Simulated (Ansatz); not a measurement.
## What 2 layers does to Na

Start from Na in the bcc (W type) structure (space group Im-3m, No. 229; a = 4.222 Å). Axes: x, y, z lie along the cube axes.

Now apply this change: a free-standing slab of 2 layers (2 atoms, 1 a layer) is cut normal to [110], with 15 Å of vacuum and the in-plane cell held at bulk.

Method: Kohn–Sham DFT with the r2SCAN functional, run in Ansatz (a first-principles code) with PAW and 500 eV plane waves, no spin-orbit coupling, earlier PAW set. k-mesh 14×14×1 (Γ-centred); smearing 0.05 eV (Fermi–Dirac), for the changed cell.

| quantity | base | changed | shift |
|---|---|---|---|
| band gap | zero | zero | – |
| excess energy per area of both faces (slab less bulk energy over the cell's area: twice a surface energy) | – | 0.47 J/m² | – |
| thickness between the outermost nuclei | – | 2.94 Å | – |

Final structure:

```xyz
2
Lattice="3.6566 0.0000 0.0000 -1.2189 3.4475 0.0000 0.0000 0.0000 17.9856" Properties=species:S:1:pos:R:3 pbc="T T T"
Na     0.6094     0.8619     7.5212
Na     1.8283     2.5856    10.4644
```

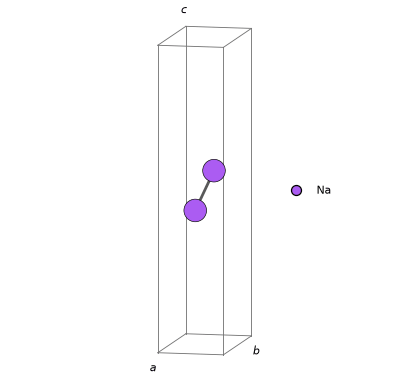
Figure: The relaxed cell after the change

Slab and bulk use different k-meshes, which limits the precision of the excess energy. Whether these cells are dynamically stable was not tested.
